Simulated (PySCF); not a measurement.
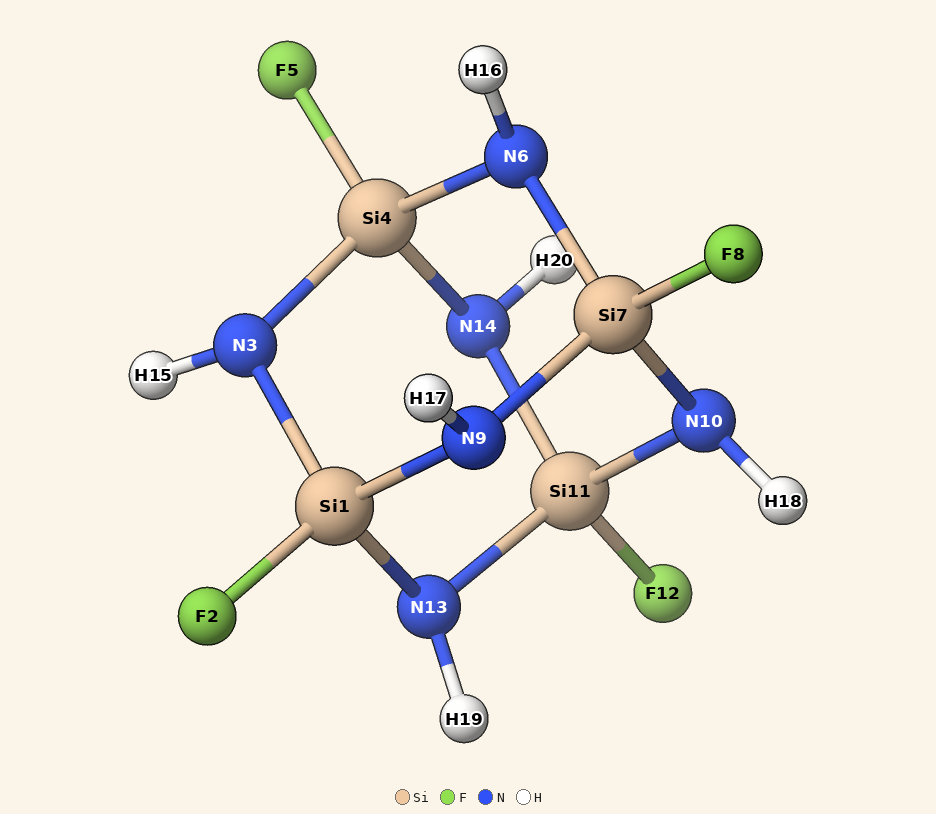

Computed geometry: PBE0-D3(BJ)/def2-SVP optimisation. No frequency run is at hand to confirm it as a minimum. Method: delta-SCF UKS SCAN, pcX-2 on the ionised atom (unc-x2c-TZVPall on a metal), pcseg-1 elsewhere, spin-free X2C (PySCF 2.14.0).

Give the core-electron binding energies (to vacuum; p and d levels without spin–orbit splitting) of Si1 1s, Si1 2p, F2 1s, N3 1s.

```csv
atom,level,binding energy (eV)
Si1,1s,1848.9
Si1,2p,108.8
F2,1s,692.8
N3,1s,404.7
```
